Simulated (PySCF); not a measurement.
## A study: CH₄O₂S, SMILES `C.O=S=O`

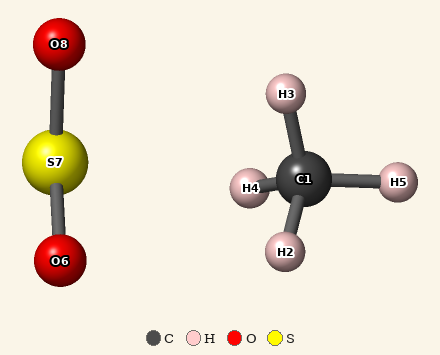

The molecule, with its atoms numbered as below. The pair's geometry is semi-empirical, so its contact may be too short or too long.

Coordinates in Å:

```
C1      -2.4360   -0.0050    0.0590
H2      -1.9636    0.9008    0.4181
H3      -1.9389   -0.8744    0.4708
H4      -2.4036   -0.0366   -1.0228
H5      -3.4703   -0.0104    0.3809
O6       0.9330    1.2214    0.3147
S7       0.5828    0.0001   -0.3529
O8       0.9505   -1.2154    0.3159
```

Part 1: Bonding charge

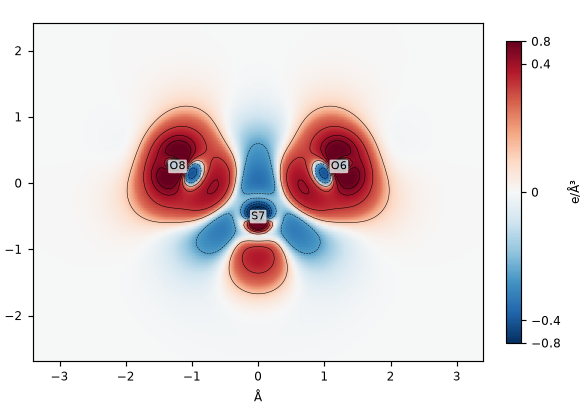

Deformation density (molecule less spherical, spin-averaged free atoms) in the plane of O6, S7 and O8; colour scale in e/Å³, logarithmic beyond ±0.1; red: gain, blue: loss.

Computed with PySCF, B3LYP/6-31G*, geometry: GFN2-xTB.

**Describe the bonding that the map shows.**

O6–S7: +0.12 e/Å³ at the bond critical point (bond length 1.44 Å, Mayer order 1.8); up to 0.6 Å beside the axis the gain reaches +0.42 e/Å³. S7–O8: +0.12 e/Å³ at the bond critical point (bond length 1.44 Å, Mayer order 1.8); up to 0.6 Å beside the axis the gain reaches +0.42 e/Å³. In all, 1.7 electrons gather in the regions of gain relative to the promolecule. A small or negative value marks a very polar bond, one between electron-rich atoms, whose free-atom densities already overlap strongly, a long bond to a heavier atom, or a closed-shell contact such as a hydrogen bond.

**Where do the Hirshfeld charges lie?**

The highest Hirshfeld charge is on S7 (+0.47 e), the lowest on O6 (−0.24 e).

| atom | charge (e) |
| --- | --- |
| C1 | −0.14 |
| H2 | +0.03 |
| H3 | +0.03 |
| H4 | +0.04 |
| H5 | +0.04 |
| O6 | −0.24 |
| S7 | +0.47 |
| O8 | −0.24 |

Part 2: Bond critical points

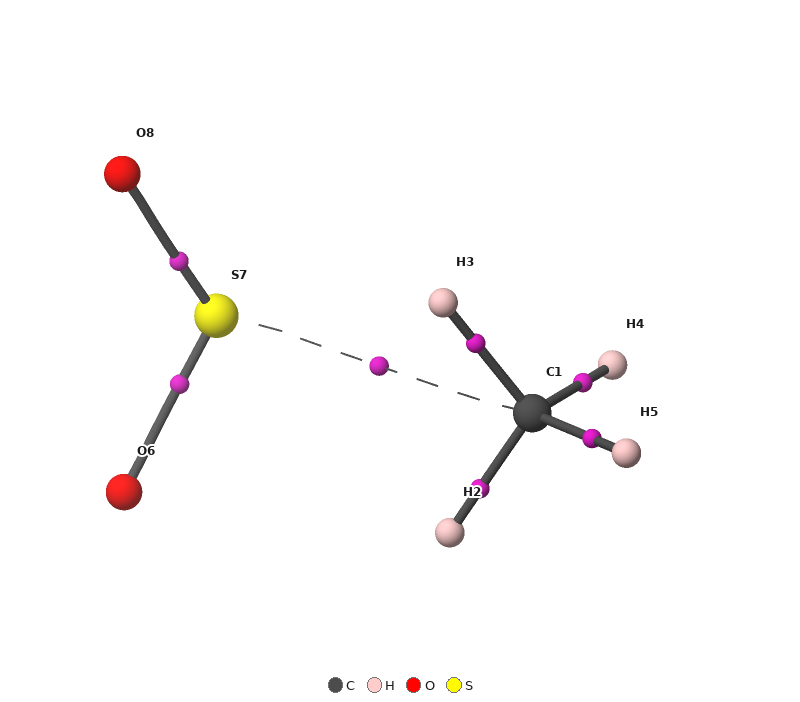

Molecular graph of the electron density (QTAIM): bond paths, bond critical points (magenta), ring points (cyan, if any); weak paths are dashed.

**How many critical points of each kind are there, and does the count close?**

8 nuclei, 7 bond, 0 ring and 0 cage critical points: 8 − 7 + 0 − 0 = 1, as the Poincaré–Hopf relation requires.

**Tabulate density, Laplacian, ellipticity and energy density at the bond critical points (atomic units).**

```
 bond  length (Å)  ρ (a.u.)  ∇²ρ (a.u.)     ε  H (a.u.)
O6–S7       1.435     0.287       +1.61  0.15    −0.299
S7–O8       1.435     0.287       +1.61  0.15    −0.299
C1–H2       1.083     0.275       −0.93  0.00    −0.274
C1–H3       1.083     0.275       −0.93  0.00    −0.274
C1–H4       1.083     0.275       −0.93  0.00    −0.274
C1–H5       1.083     0.274       −0.93  0.00    −0.273
C1–S7       3.047     0.012       +0.05  0.47    +0.002
```

**What kind of interaction is C1–S7?**

Closed-shell (ionic, hydrogen-bonded or van der Waals): ρ = 0.012, ∇²ρ = +0.05, H = +0.002 a.u.

**Are there bond paths between atoms that aren't covalently bonded?**

Yes: C1–S7 (3.05 Å, ρ = 0.012).

Part 3: Local ionisation energy

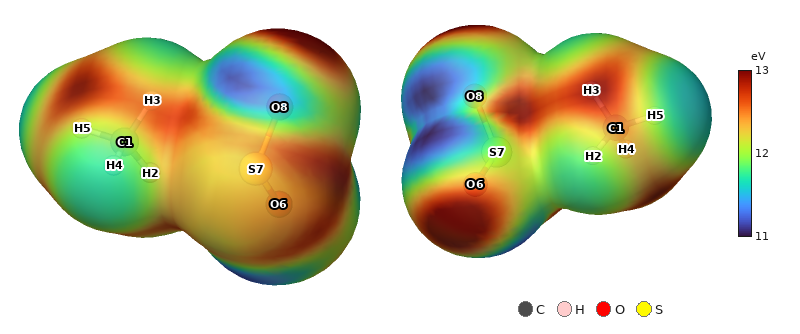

Average local ionisation energy on the surface of electron density 0.001 a.u. (back view left, front view right).

**Where are the most loosely bound electrons on this surface?**

The lowest value is 11.1 eV, 1.8 Å from O8. Further minima include 11.2 eV, 1.8 Å from O8, and at like points elsewhere; 11.5 eV, 1.3 Å from H5. For comparison, the highest occupied orbital lies at −8.9 eV.
